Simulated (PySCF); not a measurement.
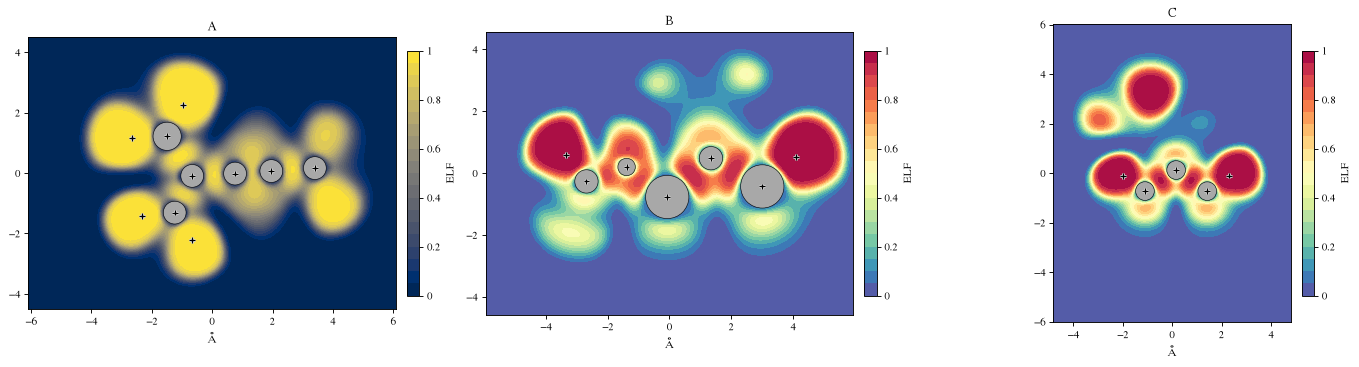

The electron localisation function of 3 systems, each on a plane through atoms (crosses mark nuclei in the plane; grey discs cover the cores).

Theory: PBE0/pcSseg-1, SCF density, gas phase, non-relativistic (PySCF).

System 1: C$_{3}$H$_{14}$O$_{2}$Si$_{3}$ (SMILES COCO[SiH2]C([SiH3])[SiH3]), the plane of atoms Si5, C6 and Si7. Geometry: GFN2-xTB.

```yaml
atoms:
  - { symbol: C, position_ang: [3.4316, -0.1683, 0.6647] }
  - { symbol: O, position_ang: [3.0032, 0.2611, -0.6126] }
  - { symbol: C, position_ang: [2.0682, 1.2826, -0.5683] }
  - { symbol: O, position_ang: [0.8393, 0.8852, -0.0827] }
  - { symbol: Si, position_ang: [0.0351, -0.4318, -0.6194] }
  - { symbol: C, position_ang: [-1.5707, -0.3423, 0.3706] }
  - { symbol: Si, position_ang: [-2.6627, -1.8314, -0.0521] }
  - { symbol: Si, position_ang: [-2.4663, 1.3245, 0.1733] }
  - { symbol: H, position_ang: [3.9787, 0.6320, 1.1762] }
  - { symbol: H, position_ang: [2.5845, -0.4758, 1.2834] }
  - { symbol: H, position_ang: [4.0906, -1.0163, 0.4956] }
  - { symbol: H, position_ang: [2.4158, 2.1114, 0.0712] }
  - { symbol: H, position_ang: [1.9683, 1.6330, -1.6032] }
  - { symbol: H, position_ang: [0.7839, -1.6641, -0.3474] }
  - { symbol: H, position_ang: [-0.1675, -0.3350, -2.0688] }
  - { symbol: H, position_ang: [-1.3082, -0.4309, 1.4284] }
  - { symbol: H, position_ang: [-1.9334, -3.0812, 0.1825] }
  - { symbol: H, position_ang: [-3.0655, -1.7850, -1.4572] }
  - { symbol: H, position_ang: [-3.8587, -1.8324, 0.7965] }
  - { symbol: H, position_ang: [-2.8847, 1.5041, -1.2210] }
  - { symbol: H, position_ang: [-1.6284, 2.4549, 0.5781] }
  - { symbol: H, position_ang: [-3.6633, 1.3250, 1.0259] }
```

System 2: C$_{3}$H$_{10}$SSi (SMILES CC(C)S[SiH3]), the plane of atoms C2, C3 and H11. Geometry: GFN2-xTB.

```xyz
15

C    -1.8693   -0.1455   -0.8735
C    -0.5701    0.1351   -0.1377
C    -0.6320   -0.3179    1.3103
S     0.7926   -0.7439   -1.0271
Si    2.5241    0.2967   -0.3342
H    -2.6885    0.3952   -0.4032
H    -2.0886   -1.2103   -0.8497
H    -1.7942    0.1654   -1.9124
H    -0.3341    1.2010   -0.1927
H    -1.4396    0.1998    1.8258
H     0.3015   -0.1058    1.8273
H    -0.8183   -1.3886    1.3566
H     3.5657   -0.1162   -1.2552
H     2.8238   -0.0803    1.0448
H     2.2225    1.7233   -0.4009
```

System 3: C$_{5}$H$_{7}$B, the plane of atoms C2, B1 and H7. Geometry: GFN2-xTB.

```xyz
13

B     2.0383   -0.9685    0.7591
C     1.2359    0.1073   -0.0183
C     1.8381    1.1110   -0.6843
C    -0.1833    0.0369   -0.0348
C    -1.3840   -0.0390   -0.0397
C    -2.8272   -0.1267   -0.0435
H     1.4843   -1.8296    1.3238
H     3.2062   -0.9084    0.7722
H     2.9110    1.2042   -0.7001
H     1.2798    1.8594   -1.2271
H    -3.2360    0.3958   -0.9088
H    -3.2275    0.3285    0.8628
H    -3.1400   -1.1703   -0.0790
```

**Which map belongs to which system?**

Panel A is system 3, C$_{5}$H$_{7}$B: the plane holds B, C and H. C–C (1.20 Å): the ELF peaks at about 0.85 between the atoms; a short, multiple covalent bond. Panel B is system 1, C$_{3}$H$_{14}$O$_{2}$Si$_{3}$: the plane holds C, O, Si and H. C–O (1.38 Å): the ELF peaks at about 0.85 between the atoms, as expected for a polar covalent bond. Panel C is system 2, C$_{3}$H$_{10}$SSi: the plane holds C and H. C–C (1.52 Å): the ELF peaks at about 0.95 between the atoms (a covalent bond).
